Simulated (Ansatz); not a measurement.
Cost and result by functional for the adsorption energy of CH3 on the 1x1 (111) surface of fcc Al, one in a 2x2 cell, started at the site 'bridge Al-Al (span 2.9 Å)', in Ansatz (plane waves, PAW). Single points on the PBE structure, on one kind of machine; costs are rough ratios of the slab run's core time (references not counted) to the cheapest single point. r2SCAN's cost holds its higher cutoff (500 against 420 eV). Differences are taken against r2SCAN for comparison alone: no measured value is at hand, so the table doesn't rank accuracy.

Set-up: 20 atoms, 7.0 Å thick at the start under the adsorbate (thin: gaps and levels are the slab's own); mesh 6x6x1; 0.1 eV smearing; dipole correction on; 8 atoms held, the rest relaxed; no symmetry held; spin-polarised, no spin-orbit, no U, no dispersion correction. The starting moment vanished. At the end it is bonded to Al. In PBE it is, or lies within 0.03 eV of, the lowest of the starts that converged. These notes are the PBE run's. r2SCAN: The program's check for a lower electronic state was not made. Adsorption energies are against CH4(g) − ½ H2(g). A negative adsorption energy means that the adsorbate is more stable on the surface than in its reference.

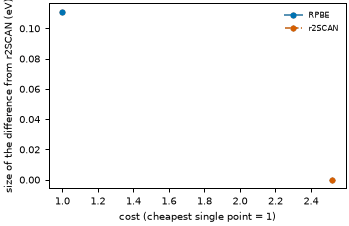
Figure. Difference from r2SCAN against cost

```tsv
functional	relative cost	adsorption energy (eV)	less r2SCAN (eV)
RPBE	1	0.72	0.11
r2SCAN	3	0.61	0.00
PBE (the relaxed run's value)	–	0.64	0.03
```

The values span 0.11 eV, while the single points' costs differ by a factor of roughly 3. Differences are of unrounded values.

Ansatz is a quantum-chemistry and plane-wave program.
